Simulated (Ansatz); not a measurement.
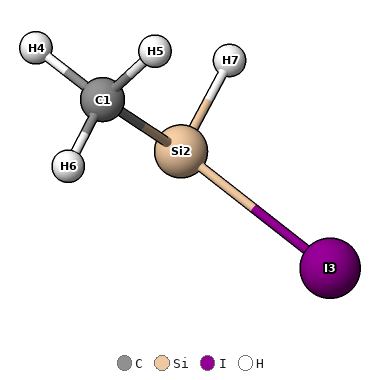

The system is CH4ISi, SMILES C[SiH]I, spin multiplicity 2; the picture shows the reference structure. 
- Coordinates scanned: (1) bond length C1–H5; (2) angle H6–C1–H5.
- Nothing is relaxed (all other coordinates rigid).
- Grid: 9 × 9 points.
- Points are written as (first, second).
- All energies are given in kcal/mol relative to the lowest grid point.
- Level of theory: UKS r2SCAN-D4/def2-SVP (Ansatz).

Its coordinates:

```xyz
7

C    -0.6795    0.4504   -0.3326
Si    1.0446   -0.2755   -0.1446
I     0.9214   -2.5818    0.7146
H    -0.6086    1.4793   -0.7222
H    -1.1924    0.4831    0.6432
H    -1.2904   -0.1454   -1.0272
H     1.8661    0.5220    0.8231
```

Range: bond length C1–H5 from 0.904 to 1.654 Å; angle H6–C1–H5 from 83.4 to 133.4°.

What will the energy surface look like?

Answer. The lowest grid point is at (1.092 Å, 108.4°). No other kind of well shows on this grid. The highest grid point, (1.654 Å, 133.4°), lies 59.2 kcal/mol above the lowest. Round the minimum the two coordinates are weakly coupled (coupling 0.07 in units of the two stiffnesses).

```
angle H6–C1–H5 ↓, bond length C1–H5 →  0.904  0.998  1.092  1.186  1.279  1.373  1.467  1.561  1.654
                                133.4   32.0   15.0   10.4   13.2   20.0   29.1   39.1   49.4   59.2
                                127.2   27.7   10.5    5.9    8.5   15.3   24.2   34.2   44.4   54.2
                                120.9   24.6    7.4    2.6    5.1   11.7   20.6   30.4   40.5   50.2
                                114.7   22.9    5.6    0.6    3.0    9.5   18.2   27.8   37.8   47.3
                                108.4   22.6    5.1    0.0    2.2    8.4   16.9   26.4   36.2   45.6
                                102.2   23.7    6.0    0.7    2.7    8.7   16.9   26.2   35.7   44.9
                                 95.9   26.2    8.3    2.7    4.4   10.2   18.1   27.1   36.3   45.2
                                 89.7   30.0   11.8    6.0    7.4   12.8   20.5   29.1   38.0   46.6
                                 83.4   35.2   16.8   10.7   11.7   16.8   24.0   32.2   40.7   48.9
```

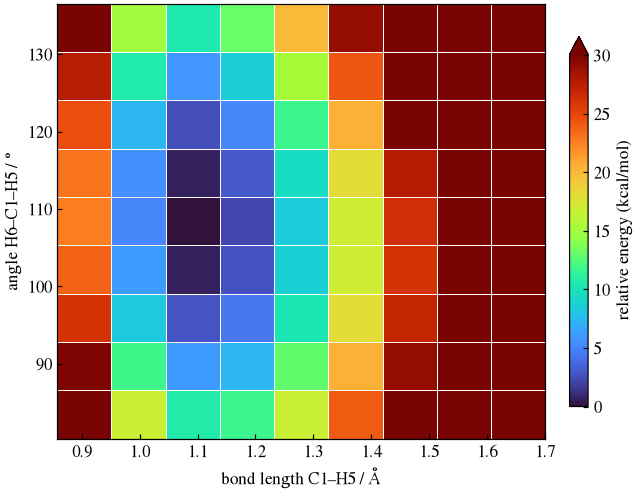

In the figure: one coloured cell a grid point, one colour for all values above the top of the scale.

Time for the 81 points that were run: 14 min on 1 thread of Arm Neoverse V1, with other jobs on the host.
